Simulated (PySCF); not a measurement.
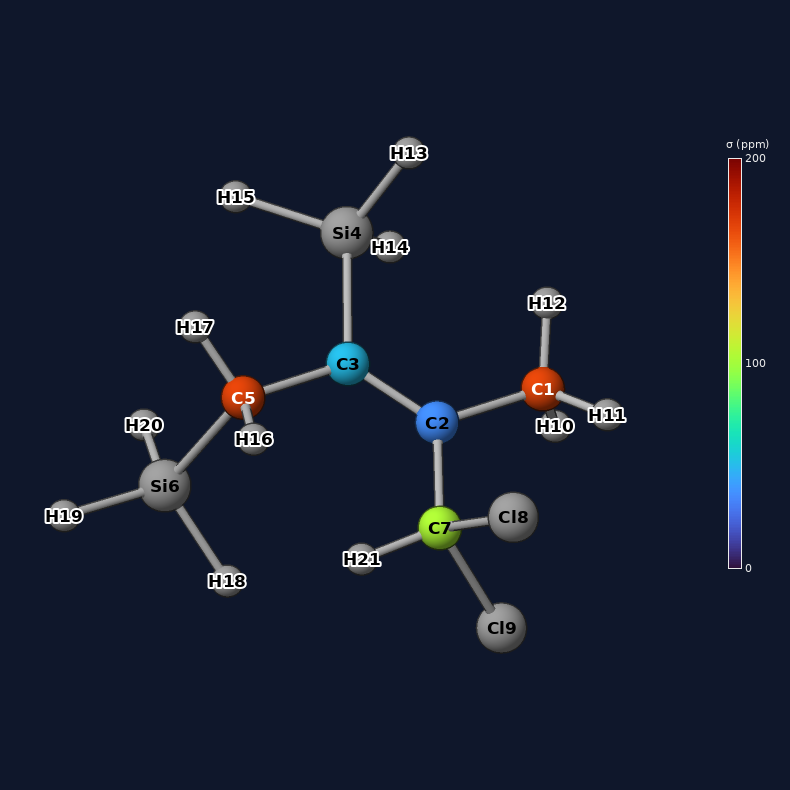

Atoms are coloured by their isotropic NMR shieldings (C only, the others grey). The computed structure is the end point of a GFN2-xTB optimisation. No frequency run is at hand to confirm it as a minimum. Level of theory: GIAO PBE0/pcSseg-1 NMR shielding, non-relativistic, gas phase (PySCF 2.14.0).

Give the isotropic NMR shieldings of the C atoms atom by atom.

```
atom  σ (ppm)
  C1    165.9
  C2     36.4
  C3     51.4
  C5    166.7
  C7    103.5
```

The geometry is semi-empirical. Around Si such bond lengths and angles can be off by a tenth of an ångström or more and by several degrees, and values that hang on the shape move with them.
